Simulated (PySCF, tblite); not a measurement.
# C₅H₇BF₂: geometry, infrared bands and NMR shifts

Wanted: the infrared bands and NMR shifts of C₅H₇BF₂ (`C=CCC(=C)B(F)F`), by calculation.

Programs: tblite 0.8.0 and PySCF 2.14.0, with density-fitted response routines of our own. Each step states its level of theory. These are calculated values for one molecule in the gas phase, unless marked as measured. Atoms count from 0, in the outputs and in this text.

## 1. Starting geometry

15 atoms, charge 0, multiplicity 1; geometry from: force field or distance geometry start.

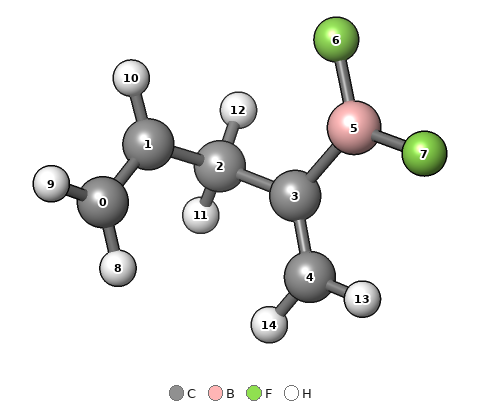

As it starts; carbon grey, boron pink, fluorine green, hydrogen white, atoms numbered.

## 2. Relaxing the molecule with GFN2-xTB

The job: settings as JSON, then the geometry in Å.

```
{"job": {"kind": "relax", "xc": "GFN2-xTB", "basis": "xTB"}, "charge": 0, "multiplicity": 1}
C      1.907300     0.752900     0.870400
C      1.361100    -0.444400     0.637200
C      0.539800    -0.733200    -0.567900
C     -0.823300    -0.059400    -0.470400
C     -1.051600     1.111900    -1.049400
B     -1.959300    -0.748600     0.399400
F     -1.695800    -1.995700     1.074800
F     -3.245500    -0.120100     0.543200
H      1.745500     1.571900     0.177800
H      2.497100     0.925300     1.761800
H      1.547100    -1.252200     1.354700
H      1.068000    -0.397600    -1.482100
H      0.389600    -1.827100    -0.658300
H     -2.007200     1.612800    -0.977900
H     -0.277200     1.611500    -1.635200
```

Command:

```
> OMP_NUM_THREADS=1 python probes_run.py task.json out
```

One launch serves the whole session: the jobs run in the order shown.

The program printed:

```text
step      E/eV     max force
  0    -679.80982    3.473
  1    -680.15347    2.266
  2    -680.25439    3.129
  3    -680.35491    0.749
  4    -680.37787    0.341
  5    -680.39205    0.284
  6    -680.39372    0.144
  7    -680.39507    0.106
  8    -680.39601    0.079
  9    -680.39656    0.066
 10    -680.39706    0.059
 11    -680.39746    0.070
 12    -680.39784    0.065
 13    -680.39816    0.048
 14    -680.39849    0.064
 15    -680.39889    0.066
 16    -680.39939    0.063
 17    -680.39993    0.056
 18    -680.40037    0.054
 19    -680.40073    0.046
 20    -680.40108    0.047
 21    -680.40149    0.047
 22    -680.40199    0.063
 23    -680.40252    0.056
 24    -680.40305    0.055
 25    -680.40362    0.064
 26    -680.40432    0.073
 27    -680.40514    0.082
 28    -680.40606    0.087
 29    -680.40728    0.095
 30    -680.40902    0.122
 31    -680.41132    0.154
 32    -680.41396    0.155
 33    -680.41644    0.110
 34    -680.41813    0.084
 35    -680.41888    0.061
 36    -680.41915    0.085
 37    -680.41963    0.095
 38    -680.42004    0.073
 39    -680.42077    0.042
 40    -680.42103    0.050
 41    -680.42196    0.069
 42    -680.42277    0.062
 43    -680.42380    0.077
 44    -680.42491    0.114
 45    -680.42648    0.136
 46    -680.42830    0.121
 47    -680.42974    0.090
 48    -680.43037    0.101
 49    -680.43143    0.086
 50    -680.43254    0.113
 51    -680.43392    0.141
 52    -680.43574    0.121
 53    -680.43707    0.107
 54    -680.43827    0.108
 55    -680.43968    0.087
 56    -680.44121    0.167
 57    -680.44020    0.201
 58    -680.44276    0.075
 59    -680.44315    0.056
 60    -680.44380    0.052
 61    -680.44408    0.053
 62    -680.44460    0.057
 63    -680.44495    0.053
 64    -680.44544    0.059
 65    -680.44605    0.062
 66    -680.44666    0.058
 67    -680.44705    0.053
 68    -680.44726    0.027
 69    -680.44742    0.027
 70    -680.44756    0.023
 71    -680.44765    0.021
 72    -680.44771    0.023
 73    -680.44777    0.020
 74    -680.44785    0.024
 75    -680.44795    0.023
 76    -680.44805    0.024
 77    -680.44815    0.030
 78    -680.44829    0.038
 79    -680.44851    0.049
 80    -680.44880    0.050
 81    -680.44914    0.041
 82    -680.44943    0.038
 83    -680.44966    0.040
 84    -680.44988    0.061
 85    -680.45010    0.038
 86    -680.45032    0.030
 87    -680.45046    0.035
 88    -680.45060    0.037
 89    -680.45076    0.040
 90    -680.45095    0.037
 91    -680.45111    0.032
 92    -680.45123    0.025
 93    -680.45134    0.022
 94    -680.45144    0.021
 95    -680.45152    0.020
 96    -680.45157    0.019
 97    -680.45161    0.019
 98    -680.45165    0.013
 99    -680.45170    0.018
100    -680.45174    0.017
101    -680.45177    0.012
102    -680.45178    0.011
103    -680.45180    0.012
104    -680.45184    0.020
105    -680.45190    0.028
106    -680.45202    0.033
107    -680.45219    0.029
108    -680.45237    0.027
109    -680.45253    0.027
110    -680.45266    0.025
111    -680.45276    0.022
112    -680.45283    0.018
113    -680.45286    0.029
114    -680.45290    0.020
115    -680.45294    0.016
116    -680.45300    0.015
117    -680.45303    0.015
118    -680.45307    0.015
119    -680.45310    0.017
120    -680.45315    0.023
121    -680.45320    0.026
122    -680.45328    0.024
123    -680.45335    0.018
124    -680.45340    0.014
125    -680.45342    0.008
```

Run time: 0.67 s. Hardware: 1 thread of Arm Neoverse V1, shared host.

Relaxation path: (not every step is listed)

| step | energy from step 0 (eV) | largest force (eV/Å) |
| --- | --- | --- |
| 0 | 0.0000 | 3.4727 |
| 1 | -0.3437 | 2.2655 |
| 2 | -0.4446 | 3.1294 |
| 3 | -0.5451 | 0.7493 |
| 4 | -0.5681 | 0.3414 |
| 5 | -0.5822 | 0.2845 |
| 6 | -0.5839 | 0.1440 |
| 7 | -0.5853 | 0.1055 |
| 8 | -0.5862 | 0.0794 |
| 19 | -0.5909 | 0.0464 |
| 30 | -0.5992 | 0.1218 |
| 41 | -0.6121 | 0.0689 |
| 52 | -0.6259 | 0.1210 |
| 63 | -0.6351 | 0.0528 |
| 74 | -0.6380 | 0.0243 |
| 85 | -0.6403 | 0.0378 |
| 96 | -0.6418 | 0.0186 |
| 107 | -0.6424 | 0.0292 |
| 118 | -0.6433 | 0.0149 |
| 120 | -0.6433 | 0.0227 |
| 121 | -0.6434 | 0.0257 |
| 122 | -0.6435 | 0.0238 |
| 123 | -0.6435 | 0.0181 |
| 124 | -0.6436 | 0.0140 |
| 125 | -0.6436 | 0.0075 |

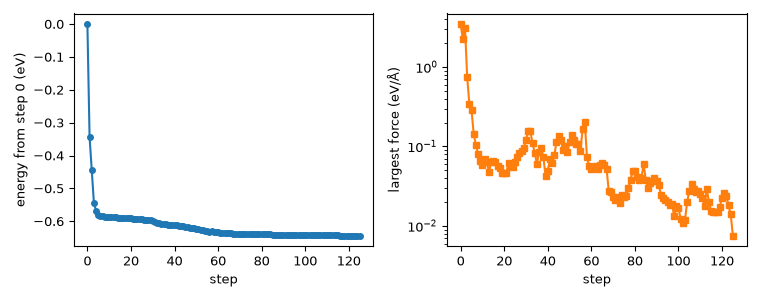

Energy and largest force along the relaxation.

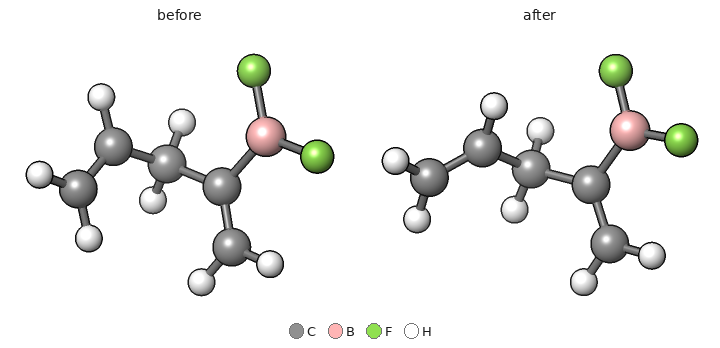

Before and after, at one scale.

Distances of close pairs at the start and the end, largest changes first:

| bond | before (Å) | after (Å) | change (Å) |
| --- | --- | --- | --- |
| B5–F6 | 1.443 | 1.320 | -0.122 |
| B5–F7 | 1.439 | 1.321 | -0.118 |
| C3–B5 | 1.588 | 1.558 | -0.030 |
| C0–C1 | 1.337 | 1.319 | -0.017 |
| C2–H11 | 1.108 | 1.091 | -0.017 |
| C1–H10 | 1.096 | 1.082 | -0.015 |
| C2–H12 | 1.108 | 1.094 | -0.014 |
| C1–C2 | 1.487 | 1.501 | +0.014 |

The end geometry stands in the next job.

## 3. Harmonic vibrations with GFN2-xTB

The job: settings as JSON, then the geometry in Å.

```
{"job": {"kind": "ir", "xc": "GFN2-xTB", "basis": "xTB"}, "charge": 0, "multiplicity": 1}
C      2.250808     0.551851     0.904640
C      1.216405    -0.253103     0.756703
C      0.532919    -0.514340    -0.553669
C     -0.901052    -0.038841    -0.488642
C     -1.290128     1.044797    -1.163814
B     -1.912932    -0.826692     0.395739
F     -1.610766    -1.942731     1.033177
F     -3.167162    -0.446427     0.558843
H      2.687129     1.075658     0.069573
H      2.712633     0.715013     1.863228
H      0.790695    -0.768569     1.607099
H      1.062011    -0.004999    -1.360115
H      0.540215    -1.591162    -0.744025
H     -2.304143     1.403964    -1.112653
H     -0.611045     1.603574    -1.787995
```

The program printed:

```text
mode    cm-1     km/mol
  1      46.6      0.10
  2      49.4      0.69
  3      68.4      0.14
  4     140.4      0.67
  5     192.9      0.64
  6     304.1      7.69
  7     341.9     10.71
  8     386.3      2.31
  9     451.4      4.53
 10     462.0     14.37
 11     576.5     46.78
 12     646.6     35.57
 13     686.4     11.98
 14     721.5      1.82
 15     894.2     15.73
 16     914.9      0.69
 17     926.3     30.10
 18     957.4      3.02
 19     976.0      0.37
 20    1024.3     15.01
 21    1089.1     24.07
 22    1158.5    111.31
 23    1181.4     37.09
 24    1256.6    213.99
 25    1267.8    147.29
 26    1300.9      6.37
 27    1313.7    279.13
 28    1405.1     18.33
 29    1414.0      4.99
 30    1459.0      3.47
 31    1651.9     29.08
 32    1717.9     14.16
 33    2955.3     20.68
 34    2992.3     27.57
 35    3066.5     25.05
 36    3090.6     11.93
 37    3097.9     24.42
 38    3124.9     20.51
 39    3127.3     48.73
```

It took 0.41 s on 1 thread of Arm Neoverse V1, shared host.

The strongest bands and the atoms that carry them (share of the mass-weighted mode):

| cm⁻¹ | km/mol | atoms |
| --- | --- | --- |
| 576 | 46.8 | C3 24 %, B5 22 %, H9 14 %, C1 11 % |
| 647 | 35.6 | C3 22 %, B5 19 %, C1 14 % |
| 1158 | 111.3 | B5 20 %, C3 16 %, C2 13 % |
| 1181 | 37.1 | H12 30 %, H11 25 %, C1 15 % |
| 1257 | 214.0 | B5 39 %, H10 14 %, H12 10 % |
| 1268 | 147.3 | B5 35 %, H11 15 %, H10 13 %, H12 10 % |
| 1314 | 279.1 | B5 44 %, C3 33 % |
| 3127 | 48.7 | H9 64 %, H8 18 % |

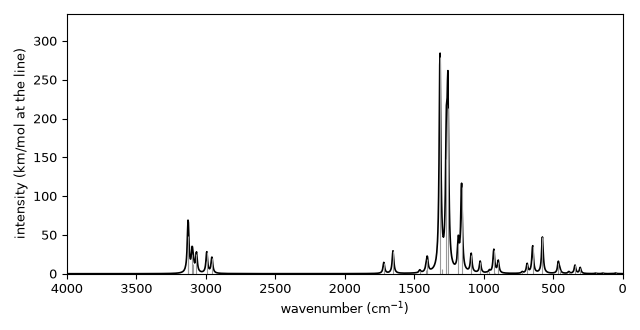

The infrared spectrum from these modes, unscaled. Lines are broadened to a width of 14 cm⁻¹ (Lorentzian).

## 4. Nuclear shieldings: PBE0/pcSseg-1

Same as in step 3 but for these lines:

```diff
@@ -1,2 +1,2 @@
-{"job": {"kind": "ir", "xc": "GFN2-xTB", "basis": "xTB"}, "charge": 0, "multiplicity": 1}
+{"job": {"kind": "nmr", "xc": "PBE0", "basis": "pcSseg-1"}, "charge": 0, "multiplicity": 1}
 C      2.250808     0.551851     0.904640
```

Method: GIAO PBE0/pcSseg-1 NMR shielding, non-relativistic, gas phase.

The program printed:

```text
coarse grid: 13032 points
cycle   1  E = -418.7240754434  dE =  9.341e-01  |g| = 6.654e-01  |ddm| = 3.424e+00
cycle   2  E = -418.6849887870  dE =  3.909e-02  |g| = 8.766e-01  |ddm| = 8.728e-01
cycle   3  E = -418.8047779647  dE = -1.198e-01  |g| = 7.283e-02  |ddm| = 4.784e-01
cycle   4  E = -418.8057652938  dE = -9.873e-04  |g| = 3.308e-02  |ddm| = 8.281e-02
cycle   5  E = -418.8059844772  dE = -2.192e-04  |g| = 1.458e-02  |ddm| = 3.318e-02
cycle   6  E = -418.8060349613  dE = -5.048e-05  |g| = 2.817e-03  |ddm| = 1.253e-02
cycle   7  E = -418.8060370182  dE = -2.057e-06  |g| = 4.323e-04  |ddm| = 3.074e-03
final grid: 128064 points
cycle   8  E = -418.8621745292  dE = -6.671e-05  |g| = 7.367e-03  |ddm| = 2.843e-02
cycle   9  E = -418.8621738286  dE =  7.006e-07  |g| = 7.524e-03  |ddm| = 1.208e-02
cycle  10  E = -418.8621883676  dE = -1.454e-05  |g| = 7.645e-04  |ddm| = 6.345e-03
cycle  11  E = -418.8621884703  dE = -1.028e-07  |g| = 3.982e-04  |ddm| = 8.625e-04
cycle  12  E = -418.8621885096  dE = -3.929e-08  |g| = 8.723e-05  |ddm| = 3.639e-04
cycle  13  E = -418.8621885115  dE = -1.833e-09  |g| = 2.421e-05  |ddm| = 1.051e-04
cycle  14  E = -418.8621885116  dE = -1.268e-10  |g| = 7.338e-06  |ddm| = 2.126e-05
converged SCF energy = -418.8621885116

GIAO shielding tensors (ppm)
atom      isotropic    diamagn.    paramagn.     s11        s22        s33       span
  0 C       66.277     253.681    -187.404    -43.260     84.431    157.661    200.921
  1 C       40.920     258.487    -217.568    -83.619     48.640    157.738    241.357
  2 C      138.380     246.304    -107.924    121.438    141.319    152.384     30.946
  3 C       40.767     261.823    -221.056    -73.713     27.049    168.965    242.678
  4 C       38.425     253.816    -215.391    -86.787     47.658    154.405    241.192
  5 B       77.103     194.314    -117.211     66.226     79.746     85.337     19.110
  6 F      256.924     469.705    -212.780     97.001    296.388    377.384    280.383
  7 F      259.828     467.167    -207.339     93.200    307.288    378.997    285.797
  8 H       26.343      31.678      -5.335     23.140     25.699     30.189      7.049
  9 H       26.487      29.436      -2.949     23.778     25.254     30.429      6.651
 10 H       25.427      32.655      -7.228     22.516     24.021     29.744      7.227
 11 H       28.981      33.170      -4.189     26.094     28.959     31.890      5.797
 12 H       28.324      30.595      -2.271     25.590     27.545     31.836      6.246
 13 H       25.119      30.233      -5.114     21.838     24.068     29.450      7.612
 14 H       25.168      31.925      -6.756     21.282     24.827     29.396      8.115
```

It took 24 s on 1 thread of Arm Neoverse V1, shared host; peak memory 0.95 GiB.

The references, computed at this level on geometries of the same kind, shield at (ppm): 1H TMS 31.72, 13C TMS 186.9, 19F CFCl3 170.9, 11B BF3·OEt2 100.1. Their shielding less the atom's gives the shift. The references are single molecules in the gas phase, so shifts against H2O, NH3, PH3, H3PO4 or CFCl3 are not on the usual liquid scales and can be off by tens of ppm. Atoms listed in one row are averaged.

| atoms | environment | σ (ppm) | δ (ppm) | δ scaled to CDCl3 |
| --- | --- | --- | --- | --- |
| C4 | terminal =CH2 carbon | 38.4 | 148.5 | 143.0 |
| C3 | fully substituted alkene carbon | 40.8 | 146.2 | 140.7 |
| C1 | alkene CH | 40.9 | 146.0 | 140.6 |
| C0 | terminal =CH2 carbon | 66.3 | 120.6 | 115.8 |
| C2 | allylic sp3 CH2 | 138.4 | 48.5 | 45.5 |
| H13 | hydrogen on a terminal =CH2 carbon | 25.12 | 6.60 | 6.33 |
| H14 | hydrogen on a terminal =CH2 carbon | 25.17 | 6.55 | 6.28 |
| H10 | hydrogen on an alkene CH | 25.43 | 6.29 | 6.04 |
| H8 | hydrogen on a terminal =CH2 carbon | 26.34 | 5.37 | 5.17 |
| H9 | hydrogen on a terminal =CH2 carbon | 26.49 | 5.23 | 5.04 |
| H11, H12 | hydrogen on an allylic sp3 CH2 | 28.65 | 3.06 | 2.99 |
| B5 | boron bonded to C, 2 F | 77.1 | 23.0 | – |
| F6, F7 | fluorine bonded to B | 258.4 | -87.4 | – |

The scaled column applies a straight-line fit of computed shieldings to shifts measured in CDCl3, and one for carbons that bear F (root-mean-square error 0.16 ppm for H, 1.9 ppm for C).

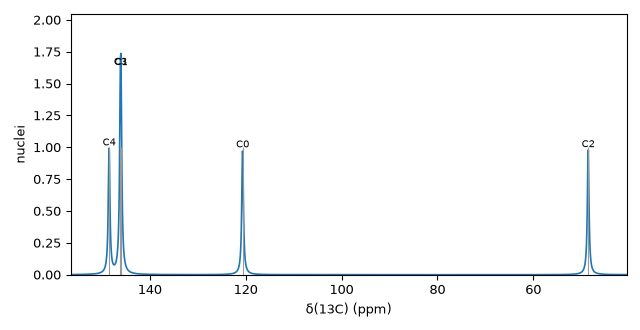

13C lines at the computed shifts, without couplings. Lines are broadened to a width of 0.40 ppm (Lorentzian).

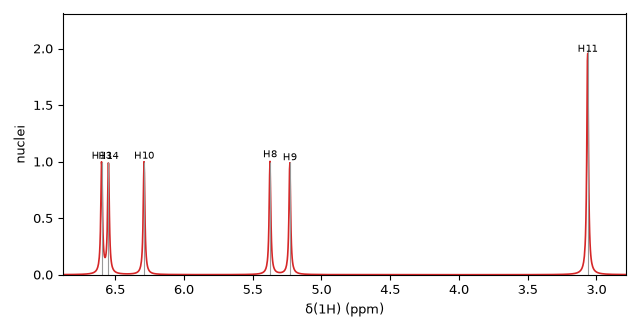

1H lines at the computed shifts, without couplings. Lines are broadened to a width of 0.01 ppm (Lorentzian).

Charges from the same density, by scheme (e):

| atoms | Mulliken | IAO | Hirshfeld | ESP fit |
| --- | --- | --- | --- | --- |
| C0 | -0.15 | -0.32 | -0.11 | -0.51 |
| C1 | -0.25 | -0.13 | -0.04 | 0.00 |
| C2 | -0.09 | -0.26 | -0.07 | -0.26 |
| C3 | -0.51 | -0.16 | -0.07 | -0.08 |
| C4 | -0.05 | -0.25 | -0.07 | -0.40 |
| B5 | 0.79 | 0.70 | 0.30 | 0.68 |
| F6, F7 | -0.29 | -0.32 | -0.14 | -0.29 |

IAO charges:

C0 -0.32; C1 -0.13; C2 -0.26; C3 -0.16; C4 -0.25; B5 0.70; F6 -0.32; F7 -0.32; H8 0.14; H9 0.15; H10 0.15; H11 0.14; H12 0.15; H13 0.16; H14 0.15

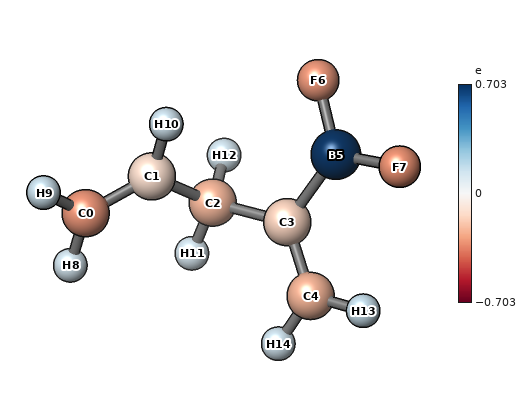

IAO charges, as colours on the atoms.

Mayer bond orders: C0–C1 2.00, C1–C2 1.01, C2–C3 0.99, C3–C4 1.94, C3–B5 0.94, B5–F6 1.10, B5–F7 1.12.

## 5. Summary of results

| quantity | value |
| --- | --- |
| strongest single infrared mode (GFN2-xTB) | 1314 cm⁻¹, 279 km/mol |
| zero-point energy (GFN2-xTB) | 69.2 kcal/mol |
| 13C shifts against TMS (PBE0/pcSseg-1) | 148.5, 146.2, 146.0, 120.6, 48.5 ppm |
| 1H shifts against TMS (PBE0/pcSseg-1, means over atoms taken as alike) | 6.60, 6.55, 6.29, 5.37, 5.23, 3.06 ppm |
| 11B shifts against BF3·OEt2 (PBE0/pcSseg-1) | 23.0 ppm |
| 19F shifts against CFCl3 (PBE0/pcSseg-1, means over atoms taken as alike) | -87.4 ppm |

The optimisation took 125 steps and gained 0.644 eV; among the close pairs (by a distance rule), B5–F6 changed most, from 1.443 to 1.320 Å. No mode is imaginary among the 39: a minimum at this level. The strongest single mode, at 1314 cm⁻¹, moves mainly B5 and C3. GFN2-xTB is a fitted tight-binding method: band positions and strengths are rough. Its intensities can rank the bands wrongly. At PBE0/pcSseg-1: Shielding is most anisotropic at F6, F7 (span 283 ppm, paramagnetic term -210 ppm).
